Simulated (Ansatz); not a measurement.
# MoSi2: pressure series

The parent structure is MoSi₂ (space group I4/mmm, No. 139).

```yaml
crystal:
  lattice:
    - [-1.60846, 1.60846, 3.93652]
    - [1.60846, -1.60846, 3.93652]
    - [1.60846, 1.60846, -3.93652]
  atoms:
    - { symbol: Si, position: [0.66489, 0.66489, 0.00000] }
    - { symbol: Si, position: [0.33511, 0.33511, 0.00000] }
    - { symbol: Mo, position: [0.00000, 0.00000, 0.00000] }
```

Cell and atoms are relaxed at each pressure.

Level of theory: plane-wave PAW DFT at the PBE level (Ansatz, a first-principles code, 420 eV), no SOC.

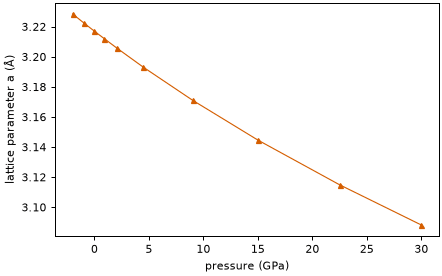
Figure. Lattice parameter a against pressure

| pressure (GPa) | lattice parameter a |
|---|---|
| -2 | 3.228 Å |
| -1 | 3.223 Å |
| 0.9 | 3.212 Å |
| 2.1 | 3.205 Å |
| 4.5 | 3.193 Å |
| 9 | 3.171 Å |
| 15 | 3.145 Å |
| 22.5 | 3.115 Å |
| 30 | 3.088 Å |

Load acts through the strain it causes; cell and atoms are relaxed under it. Whether these cells are dynamically stable was not tested. No other phases were tried under pressure. All final runs are without spin polarisation.
